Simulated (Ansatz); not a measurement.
```xyz
9

C    -1.3104    0.7338   -0.5905
Si    0.0793   -0.6399   -0.6829
C     1.2927   -0.1429    0.6606
N     2.0354   -0.0909    1.6029
H    -1.7769    0.7403    0.3998
H    -2.0838    0.4770   -1.3229
H    -0.9321    1.7336   -0.8178
H     0.9490   -0.2667   -1.8800
H     2.4045   -0.6304    2.3713
```

The calculation used RKS B3LYP/6-31G (Ansatz).

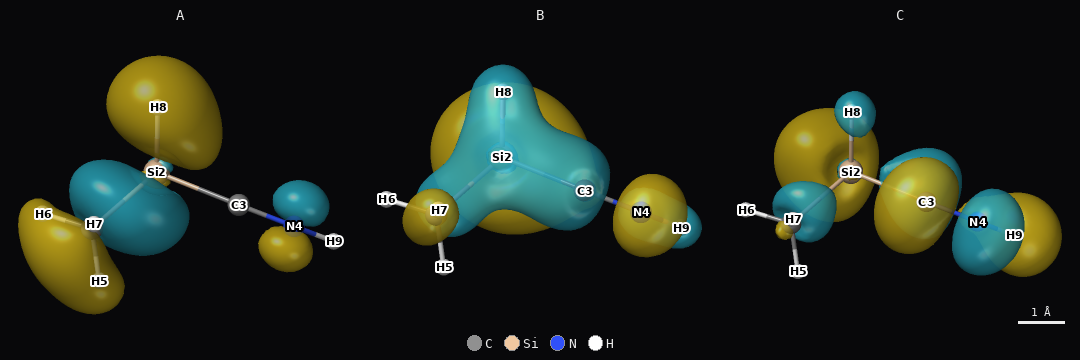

C2H5NSi (SMILES C[SiH]=C=N). Three frontier orbitals at ±0.1 Å⁻³ᐟ² (yellow and cyan are the two phases), in no order.

**Which picture is the HOMO−1, the HOMO and the LUMO?**

A is the HOMO−1 (−8.31 eV). By Hirshfeld shares it lies mainly on C1 (about 30 %), Si2 (about 30 %) and H8 (about 20 %). B is the HOMO (−5.27 eV). Its weight (Hirshfeld) is mainly on Si2 (about 60 %), C3 (about 15 %) and N4 (about 10 %). C is the LUMO (−1.43 eV). Its weight (Hirshfeld) is mainly on C3 (about 35 %), Si2 (about 25 %), N4 (about 20 %) and H9 (about 10 %).

**What is the HOMO–LUMO gap?**

3.84 eV between the orbital energies.
